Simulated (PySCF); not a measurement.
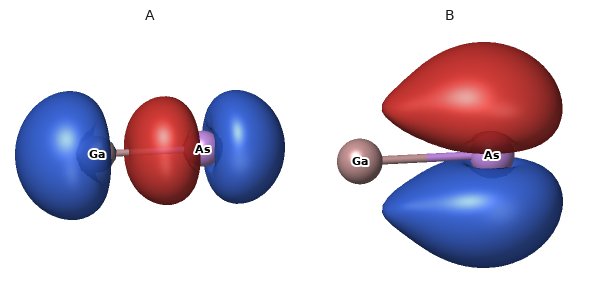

GaAs (triplet). Two frontier α-spin orbitals, each drawn at the value that holds 80 % of its norm (blue and red are the two phases), in no order; of a degenerate pair one member is drawn.

The calculation used PySCF, PBE0/def2-TZVPPD, non-relativistic Hamiltonian with scalar-relativistic core potentials where named, at a bond length of 2.564 Å.

Name the orbitals and rank them from lowest to highest energy.

Orbital B: π, occupied in this spin, −6.80 eV; mainly on As (90 %).
Orbital A: σ, occupied in this spin, −5.78 eV; shared between the atoms (Ga 45 %, As 55 %).
